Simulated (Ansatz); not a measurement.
**CH5BClN: molecular dynamics**

The plan is to follow the molecule's vibrations and see whether its bonds hold. The start is relaxed first. Runs: 300 steps of 0.5 fs under a Nosé-Hoover thermostat at 1000 K. SMILES of the start: CB(N)Cl.

Method: RKS B3LYP-D4/def2-SVP, in Ansatz 0.2.0.

## (1) The system as given

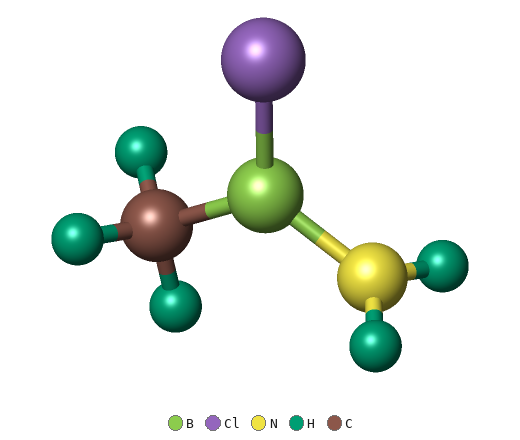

Start, viewed from a chosen angle; boron green, chlorine purple, nitrogen yellow, hydrogen teal, carbon brown.

Coordinates:

```xyz
9

B     0.0000    0.0000    0.0000
Cl    0.0000    0.0000    1.8600
N     1.3423    0.0000   -0.7750
H     1.8089   -0.9179   -1.0268
H     1.7937    0.9179   -1.0532
C    -1.3856    0.0000   -0.8000
H    -1.9458   -0.9305   -0.5708
H    -1.9898    0.8797   -0.4946
H    -1.1839    0.0508   -1.8903
```

## (2) Relaxing the start

input.yaml

```yaml
crystal:
  periodic: [false, false, false]
  atoms:
    - { symbol: B, position_ang: [0.0, 0.0, 0.0] }
    - { symbol: Cl, position_ang: [0.0, 0.0, 1.86] }
    - { symbol: "N", position_ang: [1.3423, 0.0, -0.775] }
    - { symbol: H, position_ang: [1.8089, -0.9179, -1.0268] }
    - { symbol: H, position_ang: [1.7937, 0.9179, -1.0532] }
    - { symbol: C, position_ang: [-1.3856, 0.0, -0.8] }
    - { symbol: H, position_ang: [-1.9458, -0.9305, -0.5708] }
    - { symbol: H, position_ang: [-1.9898, 0.8797, -0.4946] }
    - { symbol: H, position_ang: [-1.1839, 0.0508, -1.8903] }
basis:
  gaussian: { orbitals: def2-SVP }
hamiltonian:
  xc: b3lyp
  dispersion: d4
relax:
  f_tol: 0.02
  max_steps: 40
```

Started as:

```console
> ansatz run input.yaml --threads 1 --pin off --max-ram 2048MiB --backend cpu --events-out ev --progress --plain --runs-dir out
```

The program printed, shortened:

```text
Warning: RAYON_NUM_THREADS=1 ignored (pool sized by the plan → 1); use --threads N
[...]
Functional definition: B3LYP
[...]
936 factors; integrals over basis functions are off by at most 3.7e-4 eV
[...]
mean field -15803.09198407 eV, -580.7529186942 hartree, gradient 2.6e-5 eV, S^2 0.000000; 0 other end points of the search recorded, 0 dependent functions left out
[...]
reference -15803.09221633 eV, -580.7529272296 hartree; 20, 20 occupied and 65, 65 virtual orbitals, 936 factors
relax step   1: F+E_penalty+E_count = -15803.33691101 eV  Δ(F+E_penalty+E_count) = +0.000e0 eV  max|allowed force component| = 1.946e0 eV/Å  Δτ_max = 0.0000 Å  (27 SCF iters, accepted)
[...]
relax step   4: F+E_penalty+E_count = -15804.09415670 eV  Δ(F+E_penalty+E_count) = -1.950e-1 eV  max|allowed force component| = 1.120e0 eV/Å  Δτ_max = 0.2000 Å  (28 SCF iters, accepted)
[...]
relax step   7: F+E_penalty+E_count = -15804.68280775 eV  Δ(F+E_penalty+E_count) = -1.823e-1 eV  max|allowed force component| = 1.130e0 eV/Å  Δτ_max = 0.1903 Å  (28 SCF iters, accepted)
[...]
relax step  10: F+E_penalty+E_count = -15804.91062494 eV  Δ(F+E_penalty+E_count) = -7.874e-3 eV  max|allowed force component| = 1.132e-1 eV/Å  Δτ_max = 0.0968 Å  (29 SCF iters, accepted)
[...]
relax step  11: F+E_penalty+E_count = -15804.91155146 eV  Δ(F+E_penalty+E_count) = -9.265e-4 eV  max|allowed force component| = 4.875e-2 eV/Å  Δτ_max = 0.0373 Å  (28 SCF iters, accepted)
[...]
relax step  12: F+E_penalty+E_count = -15804.91223783 eV  Δ(F+E_penalty+E_count) = -6.864e-4 eV  max|allowed force component| = 7.891e-3 eV/Å  Δτ_max = 0.0204 Å  (28 SCF iters, accepted)
936 factors; integrals over basis functions are off by at most 3.7e-4 eV
[...]
mean field -15804.65807689 eV, -580.8104715439 hartree, gradient 2.3e-5 eV, S^2 0.000000; 1 other end points of the search recorded, 0 dependent functions left out
[...]
reference -15804.65829523 eV, -580.8104795675 hartree; 20, 20 occupied and 65, 65 virtual orbitals, 936 factors
Total energy: -15804.91245616 eV, -580.8198198095 hartree
Atom 0 at     0.038266    -0.113048    -0.077410 Å, force    -0.006112     0.003417     0.001974 eV/Å
Atom 1 at     0.045329    -0.516849     1.676793 Å, force     0.001400     0.000302     0.003953 eV/Å
Atom 2 at     1.275829    -0.002355    -0.709108 Å, force     0.007891    -0.000071    -0.001464 eV/Å
Atom 3 at     2.156557    -0.136106    -0.226190 Å, force    -0.004452    -0.001770    -0.000275 eV/Å
Atom 4 at     1.367721     0.221997    -1.692639 Å, force    -0.004891    -0.000445    -0.000145 eV/Å
Atom 5 at    -1.338807     0.097868    -0.806547 Å, force     0.006056    -0.004051    -0.000774 eV/Å
Atom 6 at    -1.976259    -0.795061    -0.692278 Å, force     0.001780    -0.000664    -0.002004 eV/Å
Atom 7 at    -1.892988     0.930710    -0.340906 Å, force     0.000510    -0.000192    -0.000263 eV/Å
Atom 8 at    -1.235848     0.312843    -1.882417 Å, force    -0.002182     0.003473    -0.001002 eV/Å
Dipole moment:     0.270039     0.101257    -0.463141 e Å
```

It took 48 s on 1 thread of Arm Neoverse V2, shared host; peak memory 0.16 GiB.

The steps of the relaxation:

```tsv
step	energy from step 1 (eV)	largest force component (eV/Å)
1	0.0000	1.9458
2	-0.3753	1.3111
3	-0.5622	1.3684
4	-0.7572	1.1202
5	-0.9415	1.8815
6	-1.1636	1.7449
7	-1.3459	1.1297
8	-1.4868	0.6919
9	-1.5658	0.5869
10	-1.5737	0.1132
11	-1.5746	0.0487
12	-1.5753	0.0079
```

Step 1 is the start.

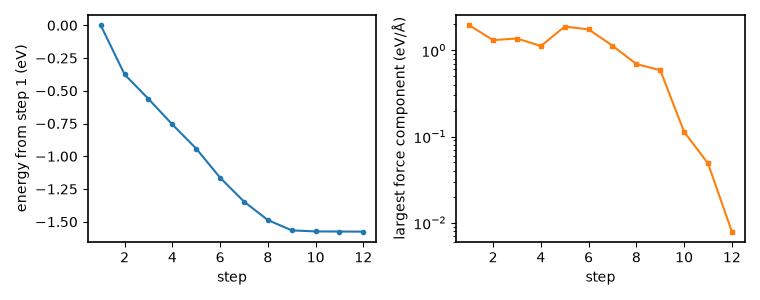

How energy and force went from step to step.

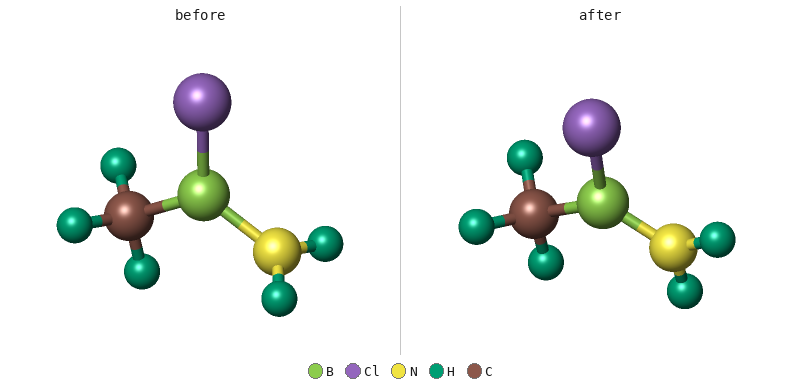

The structure before (left) and after (right), drawn at the same scale.

After: Bond lengths: B1–Cl2 1.800 Å, B1–N3 1.394 Å, N3–H4 1.013 Å, N3–H5 1.013 Å, B1–C6 1.572 Å, C6–H7 1.103 Å, C6–H8 1.103 Å, C6–H9 1.102 Å. Angles: Cl2–B1–N3 117.1°, Cl2–B1–C6 119.0°, N3–B1–C6 123.8°, B1–N3–H4 123.0°, B1–N3–H5 122.6°, H4–N3–H5 114.4°, B1–C6–H7 110.5°, B1–C6–H8 110.2°, B1–C6–H9 113.4°, H7–C6–H8 106.1°, H7–C6–H9 108.2°, H8–C6–H9 108.2°.

## (3) Dynamics

300 steps of 0.5 fs under a Nosé-Hoover thermostat at 1000 K, from the relaxed start.

input.yaml

```yaml
crystal:
  periodic: [false, false, false]
  atoms:
    - { symbol: B, position_ang: [0.038266, -0.113048, -0.07741] }
    - { symbol: Cl, position_ang: [0.045329, -0.516849, 1.676793] }
    - { symbol: "N", position_ang: [1.275829, -0.002355, -0.709108] }
    - { symbol: H, position_ang: [2.156557, -0.136106, -0.22619] }
    - { symbol: H, position_ang: [1.367721, 0.221997, -1.692639] }
    - { symbol: C, position_ang: [-1.338807, 0.097868, -0.806547] }
    - { symbol: H, position_ang: [-1.976259, -0.795061, -0.692278] }
    - { symbol: H, position_ang: [-1.892988, 0.93071, -0.340906] }
    - { symbol: H, position_ang: [-1.235848, 0.312843, -1.882417] }
basis:
  gaussian: { orbitals: def2-SVP }
hamiltonian:
  xc: b3lyp
  dispersion: d4
md:
  timestep: 0.5
  n_steps: 300
  ensemble: nvt_nose_hoover
  temperature: 1000.0
  initial_velocities: maxwell_boltzmann
  seed: 338587
  nose_hoover: { tau: 50.0, chain_length: 5 }
```

Started as:

```console
> ansatz run input.yaml --threads 1 --pin off --max-ram 2048MiB --backend cpu --events-out ev --progress --plain --runs-dir out
```

The program printed, shortened:

```text
Warning: RAYON_NUM_THREADS=1 ignored (pool sized by the plan → 1); use --threads N
[...]
Functional definition: B3LYP
[...]
935 factors; integrals over basis functions are off by at most 4.4e-4 eV
[...]
mean field -15804.65810541 eV, -580.8104725918 hartree, gradient 1.4e-5 eV, S^2 0.000000; 0 other end points of the search recorded, 0 dependent functions left out
[...]
reference -15804.65832394 eV, -580.8104806225 hartree; 20, 20 occupied and 65, 65 virtual orbitals, 935 factors
md step     0: t =     0.00 fs  T =  1000.0 K  F+E_penalty+E_count = -15804.91226633 eV  E_kin = 0.904820 eV  conserved = -15804.00744634 eV  (26 SCF iters)
[...]
md step    17: t =     8.50 fs  T =   344.2 K  F+E_penalty+E_count = -15804.30987455 eV  E_kin = 0.311413 eV  conserved = -15804.00222041 eV  (27 SCF iters, 3 dispersion substeps)
[...]
md step    34: t =    17.00 fs  T =   332.8 K  F+E_penalty+E_count = -15804.27961947 eV  E_kin = 0.301099 eV  conserved = -15803.99922293 eV  (29 SCF iters, 3 dispersion substeps)
[...]
md step    51: t =    25.50 fs  T =   493.6 K  F+E_penalty+E_count = -15804.39106663 eV  E_kin = 0.446633 eV  conserved = -15804.00112418 eV  (29 SCF iters, 3 dispersion substeps)
[...]
md step    68: t =    34.00 fs  T =   747.5 K  F+E_penalty+E_count = -15804.57336990 eV  E_kin = 0.676317 eV  conserved = -15804.00372332 eV  (29 SCF iters, 3 dispersion substeps)
md step    69: t =    34.50 fs  T =   694.7 K  F+E_penalty+E_count = -15804.51811454 eV  E_kin = 0.628539 eV  conserved = -15804.00106560 eV  (29 SCF iters, 3 dispersion substeps)
md step    70: t =    35.00 fs  T =   662.4 K  F+E_penalty+E_count = -15804.48205575 eV  E_kin = 0.599365 eV  conserved = -15803.99875765 eV  (29 SCF iters, 3 dispersion substeps)
```

## (4) The log goes on: dynamics from the start

The log, continued, shortened:

```text
md step    71: t =    35.50 fs  T =   686.3 K  F+E_penalty+E_count = -15804.49927262 eV  E_kin = 0.620948 eV  conserved = -15803.99898443 eV  (29 SCF iters, 3 dispersion substeps)
[...]
md step    93: t =    46.50 fs  T =   646.5 K  F+E_penalty+E_count = -15804.36331896 eV  E_kin = 0.584964 eV  conserved = -15804.00280883 eV  (29 SCF iters, 3 dispersion substeps)
[...]
md step   115: t =    57.50 fs  T =   947.0 K  F+E_penalty+E_count = -15804.52007240 eV  E_kin = 0.856897 eV  conserved = -15804.00130586 eV  (29 SCF iters, 3 dispersion substeps)
[...]
md step   137: t =    68.50 fs  T =   542.8 K  F+E_penalty+E_count = -15804.05416879 eV  E_kin = 0.491138 eV  conserved = -15803.99939527 eV  (29 SCF iters, 3 dispersion substeps)
[...]
md step   159: t =    79.50 fs  T =   887.1 K  F+E_penalty+E_count = -15804.28405040 eV  E_kin = 0.802635 eV  conserved = -15804.00010493 eV  (30 SCF iters, 3 dispersion substeps)
md step   160: t =    80.00 fs  T =   969.2 K  F+E_penalty+E_count = -15804.35671780 eV  E_kin = 0.876919 eV  conserved = -15804.00216429 eV  (29 SCF iters, 3 dispersion substeps)
md step   161: t =    80.50 fs  T =  1016.1 K  F+E_penalty+E_count = -15804.39606230 eV  E_kin = 0.919395 eV  conserved = -15804.00286485 eV  (29 SCF iters, 3 dispersion substeps)
```

## (5) The log goes on: dynamics from the start

The log, continued, shortened:

```text
md step   162: t =    81.00 fs  T =  1015.3 K  F+E_penalty+E_count = -15804.39068479 eV  E_kin = 0.918687 eV  conserved = -15804.00201065 eV  (29 SCF iters, 3 dispersion substeps)
[...]
md step   180: t =    90.00 fs  T =   743.3 K  F+E_penalty+E_count = -15804.09668795 eV  E_kin = 0.672547 eV  conserved = -15803.99803500 eV  (29 SCF iters, 3 dispersion substeps)
[...]
md step   198: t =    99.00 fs  T =   852.1 K  F+E_penalty+E_count = -15804.15011873 eV  E_kin = 0.770981 eV  conserved = -15803.99946525 eV  (30 SCF iters, 3 dispersion substeps)
[...]
md step   216: t =   108.00 fs  T =   601.7 K  F+E_penalty+E_count = -15803.88930000 eV  E_kin = 0.544402 eV  conserved = -15803.99818939 eV  (29 SCF iters, 3 dispersion substeps)
[...]
Total energy: -15803.80801334 eV, -580.7792322845 hartree
Atom 0 at     0.001049     0.025464    -0.084314 Å, force     3.098160    -0.949604     0.601594 eV/Å
Atom 1 at     0.045683    -0.531919     1.730497 Å, force    -0.028400     0.681935    -1.526603 eV/Å
Atom 2 at     1.229924    -0.053976    -0.809432 Å, force    -4.725532     1.556672    -2.931429 eV/Å
Atom 3 at     1.933045    -0.098920    -0.228126 Å, force     5.563996    -0.532847     3.670664 eV/Å
Atom 4 at     1.446012     0.522338    -1.650247 Å, force    -0.557352    -0.790640     0.813742 eV/Å
Atom 5 at    -1.253084     0.091785    -0.837907 Å, force    -3.731189     1.351303    -2.081231 eV/Å
Atom 6 at    -1.543813    -0.935284    -0.697963 Å, force    -0.405103    -1.325846    -0.333634 eV/Å
Atom 7 at    -2.118376     0.563318    -0.312710 Å, force     0.420754     0.262980    -0.374698 eV/Å
Atom 8 at    -1.294560     0.317269    -1.992273 Å, force     0.364665    -0.253954     2.161594 eV/Å
Dipole moment:     0.148352     0.220813    -0.451493 e Å
```

Wall time 16 min (1 thread of Arm Neoverse V2, shared host); peak memory 0.16 GiB.

## (6) Frames and traces

One step in 12; energies are changes from step 0:

```tsv
time (fs)	T (K)	potential energy change (meV/atom)	conserved energy change (meV/atom)
0.0	1000	0.0	0.00
6.0	521	48.7	0.28
12.0	365	65.6	0.72
18.0	413	62.1	0.46
24.0	610	45.1	0.42
30.0	282	81.7	0.89
36.0	762	38.5	0.62
42.0	623	58.5	0.57
48.0	626	64.8	0.57
54.0	693	64.0	0.83
60.0	807	61.5	0.84
66.0	516	96.3	0.80
72.0	634	89.3	1.01
78.0	761	81.7	1.14
84.0	687	93.5	1.10
90.0	743	90.6	1.05
96.0	1012	67.0	0.74
102.0	829	88.1	0.60
108.0	602	113.7	1.03
114.0	1073	68.9	0.39
120.0	1152	64.7	0.38
126.0	729	111.9	1.33
132.0	830	105.3	1.24
138.0	1114	80.9	0.97
144.0	819	115.0	1.23
150.0	785	122.7	1.59
```

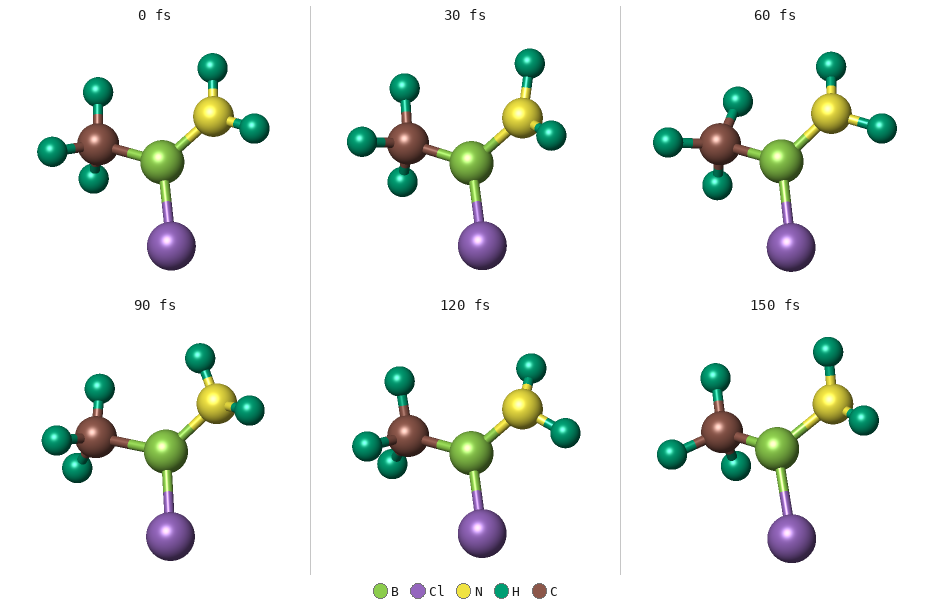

Six frames of the run, seen from a chosen angle. Sticks join atoms within a bonding distance in each frame.

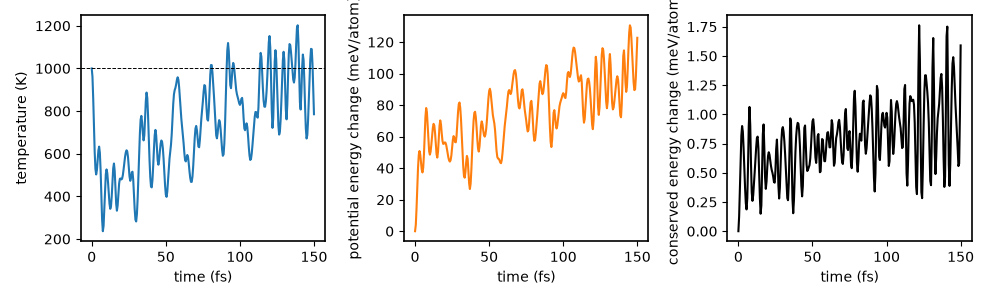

Traces against time; each panel has its own scale. The dashed line is the set temperature.

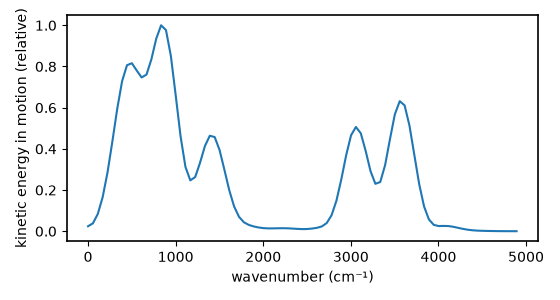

Power spectrum of the mass-weighted velocities; a run of 150 fs resolves no finer than about 440 cm⁻¹.

Maxima of the velocity power spectrum (cm⁻¹, relative height; resolution about 440 cm⁻¹): 500 (82), 830 (100), 1390 (46), 3060 (51), 3560 (63).

## (7) Positions and forces

Positions (Å) and forces (eV/Å):

```xyz
9
time_fs=19.0 T=482 dE=0.4984
B     0.038   -0.223   -0.113   -2.864    0.529    0.893
Cl    0.071   -0.498    1.662   -0.266   -0.563    0.370
N     1.257   -0.011   -0.651    0.915    0.759   -1.923
H     2.057   -0.160   -0.083    1.033    0.086    0.426
H     1.379    0.615   -1.452    0.125   -0.635    0.086
C    -1.380    0.112   -0.821    1.588    0.525   -1.352
H    -2.147   -0.642   -0.761   -0.380   -0.841    0.347
H    -1.815    1.001   -0.273    0.391   -0.350   -0.946
H    -1.191    0.216   -1.987   -0.542    0.490    2.099
9
time_fs=37.5 T=862 dE=0.2709
B     0.025   -0.124   -0.106   -1.172   -0.402    0.607
Cl    0.065   -0.525    1.683   -0.230    0.303   -0.390
N     1.266    0.017   -0.675   -0.626   -0.092   -2.019
H     2.061    0.145   -0.127    1.774   -0.076    1.144
H     1.460   -0.014   -1.679   -0.254    0.315    0.355
C    -1.368    0.102   -0.849    0.682   -0.681    0.489
H    -2.134   -0.647   -0.627    0.057   -0.441    0.110
H    -1.769    0.988   -0.327   -0.045    0.470   -0.679
H    -1.259    0.139   -1.954   -0.186    0.604    0.384
9
time_fs=56.0 T=898 dE=0.4147
B     0.042   -0.030   -0.022    1.266   -0.425   -1.157
Cl    0.033   -0.540    1.685    0.145    0.249    0.194
N     1.301    0.050   -0.741   -4.059    0.522   -0.515
H     2.162   -0.263   -0.454    2.526   -0.819    1.464
H     1.240   -0.046   -1.751   -0.122    0.358   -0.040
C    -1.326    0.078   -0.810   -0.825   -0.934    1.948
H    -2.022   -0.786   -0.508    0.841    1.028   -0.400
H    -1.903    0.995   -0.687   -0.147    0.413    0.596
H    -1.171    0.058   -1.847    0.374   -0.392   -2.090
9
time_fs=75.0 T=845 dE=0.6335
B     0.060   -0.052   -0.046    1.687   -0.173   -0.617
Cl    0.014   -0.531    1.691    0.330    0.049   -0.205
N     1.267    0.009   -0.787   -2.960    1.736   -1.181
H     2.122   -0.248   -0.478    3.514   -1.042    1.790
H     1.392    0.632   -1.602   -0.646   -0.749    0.369
C    -1.264    0.063   -0.778   -2.428    0.655   -1.511
H    -1.821   -0.800   -0.313   -0.211    0.603   -0.816
H    -1.860    0.996   -0.601    0.213   -0.495    0.583
H    -1.301    0.059   -1.935    0.500   -0.583    1.588
9
time_fs=94.0 T=907 dE=0.6914
B     0.090   -0.188   -0.106   -1.448    0.502    0.154
Cl    0.032   -0.512    1.677    0.316   -0.026   -0.256
N     1.347    0.006   -0.722   -4.968   -1.015   -3.684
H     2.072    0.309   -0.221    4.037    1.207    2.526
H     1.351    0.284   -1.731    0.162   -0.302    1.314
C    -1.409    0.074   -0.763    3.116    2.650   -2.329
H    -2.150   -0.667   -0.693   -1.111   -1.501    0.187
H    -1.835    1.021   -0.332    0.356   -0.622    0.101
H    -1.257    0.393   -1.908   -0.460   -0.893    1.986
9
time_fs=112.5 T=814 dE=0.8523
B     0.014   -0.225   -0.136   -1.442    0.502    0.497
Cl    0.068   -0.496    1.647   -0.373   -0.263    0.391
N     1.241    0.056   -0.637   -1.328   -0.063   -4.723
H     1.877   -0.051    0.026    4.447   -0.544    3.421
H     1.564   -0.191   -1.580   -0.322    0.574    0.384
C    -1.341    0.099   -0.810   -0.398   -2.568    2.042
H    -2.044   -0.758   -0.752    0.093    0.122   -0.012
H    -1.687    0.760   -0.027   -0.755    1.074   -0.132
H    -1.329    0.435   -1.796    0.078    1.167   -1.867
9
time_fs=131.0 T=805 dE=0.9671
B     0.002   -0.065   -0.042    1.067   -0.734   -0.818
Cl    0.073   -0.505    1.656   -0.377   -0.230    0.992
N     1.334   -0.007   -0.634   -7.562    3.903   -2.918
H     2.087   -0.492   -0.446    5.005   -3.105    1.947
H     1.321    0.314   -1.618    0.242   -0.355    0.624
C    -1.422    0.075   -0.822   -0.268   -1.620   -0.988
H    -2.031   -0.964   -1.004    1.597    1.977    0.965
H    -2.186    0.776   -0.390    0.705   -0.307   -0.334
H    -1.171    0.307   -1.892   -0.408    0.471    0.530
9
time_fs=150.0 T=785 dE=1.1045
B     0.001    0.025   -0.084    3.098   -0.950    0.602
Cl    0.046   -0.532    1.730   -0.028    0.682   -1.527
N     1.230   -0.054   -0.809   -4.726    1.557   -2.931
H     1.933   -0.099   -0.228    5.564   -0.533    3.671
H     1.446    0.522   -1.650   -0.557   -0.791    0.814
C    -1.253    0.092   -0.838   -3.731    1.351   -2.081
H    -1.544   -0.935   -0.698   -0.405   -1.326   -0.334
H    -2.118    0.563   -0.313    0.421    0.263   -0.375
H    -1.295    0.317   -1.992    0.365   -0.254    2.162
```

## (8) What came out

| quantity | value |
| --- | --- |
| relaxation of the start | 11 moves, 1.575 eV lower |
| length | 300 steps of 0.5 fs |
| temperature, first and last step | 1000 and 785 K |
| temperature, second half | mean 877 K, from 571 to 1202 K |
| potential energy, second half | +90 meV/atom from the start |
| largest change of the conserved energy | 1.76 meV/atom |
| bonds formed or broken | 0 |

What this shows: Against a set 1000 K the second half averages 877 K with a spread of 148 K. The conserved energy strays from its start by at most 1.76 meV/atom, 2.4 % of the mean kinetic energy, fair for a step of 0.5 fs. The bonding pattern survives the run. Averages from a run of 150 fs with 9 atoms are rough. The nuclei move classically, without zero-point motion, which matters most for hydrogen.
